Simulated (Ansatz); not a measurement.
# Pressure series in TiC

Take TiC in the rock salt structure (space group Fm-3m, No. 225; a = 4.2609 Å) as the base.

Cell and atoms are relaxed at each pressure.

Method: LDA/PAW in Ansatz (a program for electronic structure), scalar-relativistic without spin-orbit coupling.

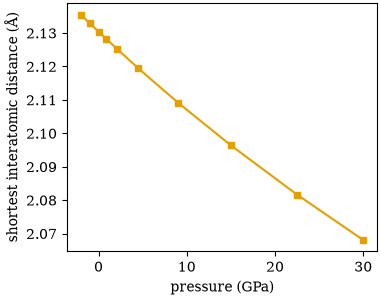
*Shortest interatomic distance against pressure*

```csv
pressure (GPa),shortest interatomic distance
-2,2.136 Å
-1,2.133 Å
0.9,2.128 Å
2.1,2.125 Å
4.5,2.119 Å
9,2.109 Å
15,2.096 Å
22.5,2.082 Å
30,2.068 Å
```

Load acts through the strain it causes; cell and atoms are relaxed under it. No phonon test of stability was made. No other phases were tried under pressure. The final runs are not spin-polarised.
